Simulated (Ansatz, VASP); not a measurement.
# SnSe2: VASP beside Ansatz, part 2 of 2

One calculation is typed for both programs; each brings its own data sets. How far apart do they land?  Valence electrons are named where the data sets of a main pair hold unlike numbers.

VASP 6.6.1 and Ansatz 0.2.0.

So far: The structure; VASP: band structure, PBE; Ansatz: band structure, PBE.

## Step 4: Side by side

Known differences besides the potentials themselves: the data sets hold 46 valence electrons in Ansatz (on its default PAW (the set named soft_2) files) and 26 in VASP; the cutoff is 420 eV in Ansatz and 300 eV in VASP; VASP leaves aspherical gradient terms in its spheres out (LASPH is not set), Ansatz keeps them. Total energies have different zeros and are not compared.

Compared:

```
                     quantity  Ansatz   VASP  difference
gap over the path points (eV)   0.768  0.762      +0.007
```

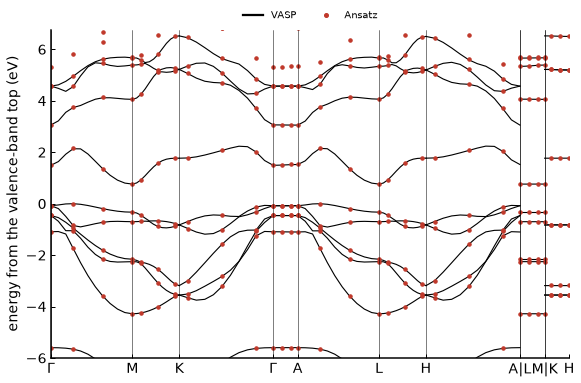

Bands from VASP (lines) and levels from Ansatz (dots). Dots without a line are higher empty bands that the VASP plot leaves out.

Levels at points of the path, from each program's valence-band top (eV; 4 filled, then empty):

```
k (reciprocal lattice)                                  Ansatz                                    VASP
     0.000 0.000 0.000  -0.46 -0.46 -0.08 -0.08 1.51 3.08 4.58  -0.46 -0.46 -0.08 -0.08 1.49 3.06 4.57
     0.136 0.000 0.000   -1.05 -0.94 -0.85 0.00 2.15 3.75 4.56   -1.05 -0.95 -0.85 0.00 2.14 3.74 4.55
     0.318 0.000 0.000  -2.15 -1.81 -0.73 -0.19 1.37 4.13 5.46  -2.15 -1.81 -0.72 -0.19 1.36 4.12 5.45
     0.500 0.000 0.000  -2.26 -2.15 -0.70 -0.33 0.77 4.07 5.40  -2.25 -2.16 -0.70 -0.33 0.76 4.06 5.39
     0.470 0.061 0.000  -2.32 -2.28 -0.69 -0.44 0.93 4.26 5.42  -2.32 -2.27 -0.69 -0.44 0.92 4.25 5.42
     0.409 0.182 0.000  -3.07 -2.55 -0.89 -0.67 1.58 5.14 5.19  -3.08 -2.55 -0.89 -0.67 1.57 5.13 5.18
     0.348 0.303 0.000  -3.52 -3.12 -0.88 -0.77 1.77 5.17 5.28  -3.53 -3.12 -0.88 -0.77 1.77 5.16 5.27
     0.303 0.303 0.000  -3.51 -2.99 -0.96 -0.70 1.78 5.07 5.36  -3.51 -2.99 -0.96 -0.69 1.78 5.06 5.35
     0.182 0.182 0.000  -2.83 -1.58 -1.01 -0.45 2.08 4.71 5.09  -2.83 -1.58 -1.01 -0.45 2.07 4.69 5.08
     0.061 0.061 0.000  -1.07 -1.03 -0.32 -0.13 2.02 3.71 4.29  -1.07 -1.02 -0.32 -0.13 2.01 3.70 4.28
```

At this near-relaxed geometry the largest component of a force difference is 9 meV/Å. Among the levels compared at these points, filled levels agree within 5 meV and empty ones within 15 meV. With vacuum in the cell, a pressure given here is an average over mostly empty space and none of the material.

## Step 5: Ansatz: single point, PBE

With cell and atoms fixed, the geometry can't cause a difference; cores, projectors, grids and the points listed under the comparison can.

Input file input.yaml:

```yaml
crystal:
  lattice:
    - [3.85456586, 0.0, 0.0]
    - [-1.92728293, 3.3381519553, 0.0]
    - [0.0, 0.0, 12.5]
  atoms:
    - { symbol: Sn, position: [0.0, 0.0, 0.5] }
    - { symbol: Se, position: [0.3333333333, 0.6666666667, 0.6280907574] }
    - { symbol: Se, position: [0.6666666667, 0.3333333333, 0.3719092426] }
hamiltonian:
  xc: pbe
  pseudopotentials: { kind: paw }
kpoints:
  mp_grid: { grid: [9, 9, 1] }
scf:
  occupations: { method: gaussian, width: 0.01 }
  n_extra_bands: 4
output:
  forces: true
  eigenvalues: true
```

On the command line:

```bash
$ ansatz run input.yaml --threads 2 --pin off --max-ram 4608MiB --backend cpu --events-out ev --progress --plain --runs-dir out
```

Numbers of over 12 decimals in the logs are rounded to 6 here.

What it wrote:

```text
[...]
Crystal: 3 atoms, lattice volume = 160.839 Å³
Basis set: ecut = 420 eV, 3149 PW (Γ), exchange–correlation on 54×54×180 points (8 copies of the dense FFT grid, shifted against one another)
Bands: 27, of which v1, the nominal top of the filled ones, is band 23 counted from 1 (22 counted from 0)
Symmetry: 12 space group operations
[...]
k-points: 12 of 81
[...]
max |Σ_I F_I| component: 9.26e-29 eV/Å
--- Band table (eV; the first three rows and the last of 12) ---
  k-point 0: bands = [... 19 lower, 0.2622, 0.2622, 0.6415, 0.6415, 2.2410, 3.7962, 5.3045, 5.3045]
  k-point 1: bands = [... 19 lower, -0.3262, -0.0961, 0.0625, 0.7193, 2.7785, 4.4033, 5.1556, 5.5709]
  k-point 2: bands = [... 19 lower, -0.9342, -0.6653, -0.1340, 0.6555, 2.6884, 4.6882, 6.0420, 6.0796]
  k-point 11: bands = [... 19 lower, -2.8287, -2.4597, -0.1069, -0.1069, 2.4945, 5.9420, 5.9420, 7.2492]
[key lines of the parts left out:]
SCF converged after 6 iterations
Free energy (F): -16963.384196 eV
Fermi energy:    1.132745 eV
```

It took 2.1 s on 2 threads of Arm Neoverse V2, shared host; peak memory 0.41 GiB; 3.7 s of CPU time.

## Step 6: VASP: single point, PBE

The same cell, functional, mesh and smearing now go to VASP, with its own data sets.

Input file INCAR:

```
SYSTEM = SnSe2
PREC = Accurate
ENCUT = 300
EDIFF = 1E-08
NELM = 100
ISMEAR = 0
SIGMA = 0.01
LREAL = .FALSE.
ALGO = Normal
GGA = PE
NBANDS = 19
LORBIT = 11
LWAVE = .TRUE.
LCHARG = .FALSE.
KPAR = 8
```

Input file POSCAR:

```
SnSe2
1.0
    3.8545658600      0.0000000000      0.0000000000
   -1.9272829300      3.3381519553      0.0000000000
    0.0000000000      0.0000000000     12.5000000000
Sn Se
1 2
Direct
    0.0000000000      0.0000000000      0.5000000000
    0.3333333333      0.6666666667      0.6280907574
    0.6666666667      0.3333333333      0.3719092426
```

Input file KPOINTS:

```
Automatic mesh
0
Gamma
9 9 1
0 0 0
```

PAW data sets: Sn_d_GW and Se_GW (PBE family, release 64).

On the command line:

```bash
$ mpirun -np 8 vasp_std
```

What it wrote:

```text
[banner, memory and clock lines left out]
running    8 mpi-ranks, on    1 nodes
[...]
[... a notice as in an earlier step ...]

 LDA part: xc-table for (Slater+PW92), standard interpolation
 POSCAR, INCAR and KPOINTS ok, starting setup
[...]
entering main loop
       N       E                     dE             d eps       ncg     rms          rms(c)
DAV:   1     0.207204215538E+03    0.20720E+03   -0.82351E+03   589   0.253E+03
DAV:   2     0.139453864804E+02   -0.19326E+03   -0.18700E+03   816   0.636E+02
DAV:   3    -0.111404921424E+02   -0.25086E+02   -0.24981E+02   762   0.131E+02
DAV:   4    -0.120260916383E+02   -0.88560E+00   -0.88444E+00   696   0.207E+01
[...]
DAV:  17    -0.118411767820E+02   -0.20864E-06   -0.31075E-08   490   0.115E-03    0.152E-04
DAV:  18    -0.118411768201E+02   -0.38170E-07   -0.33493E-09   527   0.151E-03    0.685E-05
DAV:  19    -0.118411768207E+02   -0.55479E-09   -0.64150E-10   422   0.334E-04
   1 F= -.11841177E+02 E0= -.11841177E+02  d E =-.100559E-56
 writing wavefunctions
```

From OUTCAR (step 6):

```text
  Total        0.0486970      0.0486970     -0.1808265     -0.0000000      0.0000000      0.0000000
  in kB        0.4850884      0.4850884     -1.8012791     -0.0000000      0.0000000      0.0000000
  external PRESSURE =      -0.2770341 kB  Pullay stress =       0.0000000 kB

 POSITION                                       TOTAL-FORCE (eV/Angst)
 -----------------------------------------------------------------------------------
      0.00000      0.00000      6.25000         0.000000      0.000000      0.000000
     -0.00000      2.22543      7.85113         0.000000     -0.000000     -0.006578
      1.92728      1.11272      4.64887        -0.000000      0.000000      0.006578
 -----------------------------------------------------------------------------------
    total drift:                               -0.000000      0.000000      0.000000

  FREE ENERGIE OF THE ION-ELECTRON SYSTEM (eV)
  ---------------------------------------------------
  free  energy   TOTEN  =       -11.8411768207 eV

  energy  without entropy=      -11.8411768207  energy(sigma->0) =      -11.84117682

[... 1 part as in an earlier step ...]

[... 2 further parts left out ...]
[key lines of the parts left out:]
E-fermi :  -1.4635
```

The gap is read on the k-mesh alone, so it is an upper bound where the band edges lie off the mesh.

## Step 7: Side by side

What differs besides the data sets and the points named for the pairs above, as far as they apply: the data sets hold 46 valence electrons in Ansatz (on its default PAW (the set named soft_2) files) and 26 in VASP. Total energies have different zeros and are not compared.

Compared:

```
              quantity  Ansatz   VASP  difference
gap on the k mesh (eV)   0.827  0.820      +0.007
```

At this near-relaxed geometry the largest component of a force difference is 9 meV/Å. A gap on the mesh is an upper bound, since the band edges may lie between its points. With vacuum in the cell, a pressure given here is an average over mostly empty space and none of the material.

## Step 8: Outcome

```json
{
 "largest difference of a filled level at the path points (band structure, PBE)": "5.2 meV",
 "difference in gap on the k mesh (single point, PBE)": "0.0068 eV"
}
```

The difference in gap on the k mesh is 0.0068 eV (single point, PBE), within the 0.08 eV picked in this series as the mark of a large difference. The data sets hold unlike numbers of valence electrons (46 in Ansatz and 26 in VASP), so part of the differences comes from the potentials. How closely two codes agree says nothing of how well the functional describes the real material.

[Lines on the potential files, build, host, timing and source positions are cut from VASP's logs without a mark.]

[Logs are printed without paths, hosts, clocks, repeated set-up lines and the standing remarks that a program may print on its own settings, such as how far it seeks lower states.]

[Hosts, paths, dates, database ids (printed as entryN), source tags and the programs' standing remarks are cut or masked in the printed files.]
